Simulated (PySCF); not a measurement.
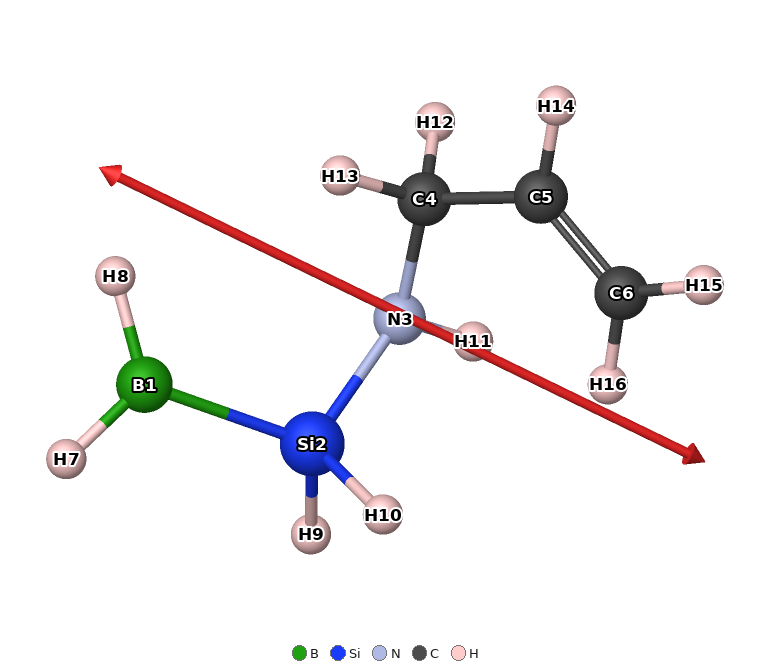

The double arrow shows the direction of the transition dipole to excited singlet state 7 (its length means nothing). The geometry was computed by an optimisation with GFN2-xTB. No frequency run is at hand to confirm it as a minimum. Properties computed with TDDFT B3LYP/def2-SVPD, vertical, gas phase, core orbitals frozen in the response (PySCF 2.14.0).

How is the transition polarised?

Nearly parallel to the B1–Si2 bond.

Where does the transition lie, and how strong is it?

5.85 eV (212 nm), oscillator strength 0.041, mainly HOMO−3 → LUMO (weight 0.64); transition dipole 1.37 D.

The geometry is semi-empirical. Around B, Si such bond lengths and angles can be off by a tenth of an ångström or more and by several degrees, and values that hang on the shape move with them.
